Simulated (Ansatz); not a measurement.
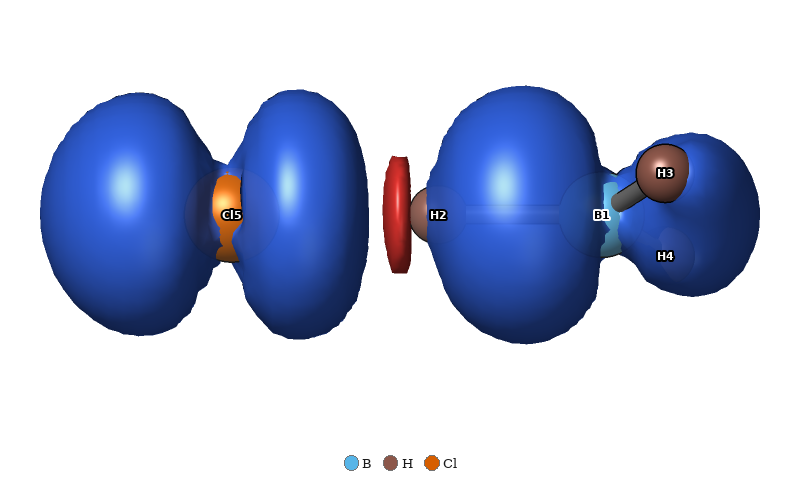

Figure 1: BH₃···Cl (doublet). Isosurfaces of the spin density at +0.02 (blue) and −0.02 e/Å³ (red), seen from one side.

Computed with Ansatz 0.2.0, UKS r2SCAN-D4/cc-pVDZ.

```xyz
5

B     0.0000    0.0000    0.0178
H     0.0000    0.0000    1.3354
H     1.0844    0.0000   -0.4944
H    -1.0844    0.0000   -0.4944
Cl    0.0000    0.0000    2.9955
```

Which atoms carry the spin?

The unpaired spin (1 electron) lies mostly on Cl5 (about 0.6), B1 (about 0.3) and H2 (about 0.1), in electrons by Hirshfeld's partition.
